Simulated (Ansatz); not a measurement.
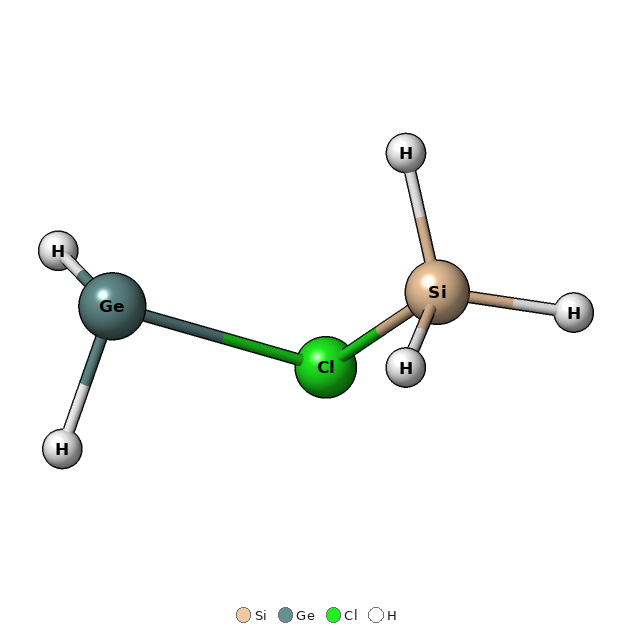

Sticks follow a distance rule. Harmonic vibrations computed with RKS PBE0-D4/def2-TZVP (Ansatz 0.2.0) at a stationary point of the same level.

Question: Minimum or transition state?

Answer: A minimum: no imaginary frequency, and the lowest mode lies at 74 cm⁻¹.

Question: List the wavenumbers.

Answer: 18 modes: 74, 74, 164, 183, 489, 491, 547, 638, 643, 909, 917, 928, 943, 1934, 1947, 2248, 2283, 2298 cm⁻¹.
